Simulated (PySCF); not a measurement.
Consider C5H10BNO (SMILES [BH3-][O+]1CCC[C@H]1C#N).

Input

```
{"job": {"kind": "nmr", "xc": "PBE0", "basis": "pcSseg-1"}, "charge": 0, "multiplicity": 1}
B      2.216438     0.126170    -0.292886
O      0.725893     0.052447     0.403265
C      0.138644    -1.251517     0.366810
C     -1.360016    -1.023835     0.212072
C     -1.381869     0.211001    -0.684530
C     -0.204074     1.013220    -0.115114
C     -0.650984     1.863945     0.975656
N     -1.030993     2.510713     1.836789
H      2.582294     1.230301    -0.061147
H      2.827519    -0.715292     0.273832
H      2.045482    -0.097568    -1.453735
H      0.546619    -1.802043    -0.487799
H      0.414456    -1.765783     1.289416
H     -1.864249    -1.880656    -0.228612
H     -1.819553    -0.798770     1.176315
H     -1.178190    -0.061364    -1.720755
H     -2.318188     0.764284    -0.636681
H      0.302011     1.631066    -0.864554
```

Launched as:

```sh
OMP_NUM_THREADS=1 python probes_run.py task.json out
```

Geometry: GFN2-xTB.

Theory: PBE0/pcSseg-1, SCF density, gas phase, non-relativistic in PySCF 2.14.0.

What can the converged electron density and electron localisation function tell about the bonding?

C–O (1.43 Å): the density is about 2 e/Å³ at the midpoint, with its minimum of 1.6 e/Å³ about 0.5 Å from C; the ELF peaks at about 0.90 between the atoms, as expected for a shared but strongly polarised pair.
B–O (1.65 Å): the density is about 0.98 e/Å³ at the midpoint; the ELF peaks at about 0.90 between the atoms: a polar covalent bond.

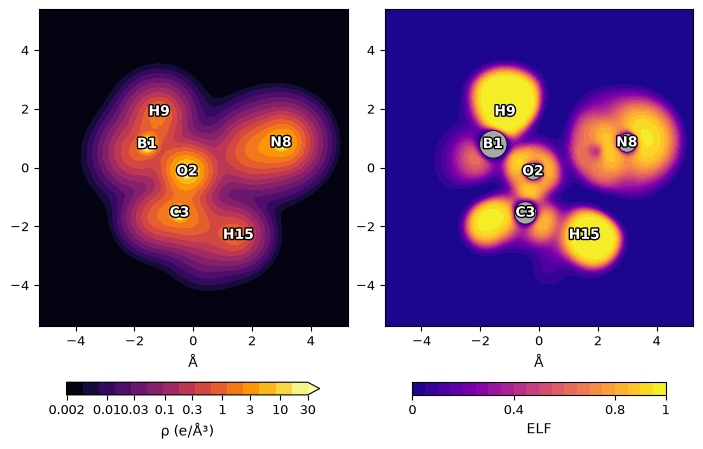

Computed electron density and electron localisation function on the plane of atoms B1, O2 and C3, in this order. Grey discs cover the atomic cores in the ELF map. 
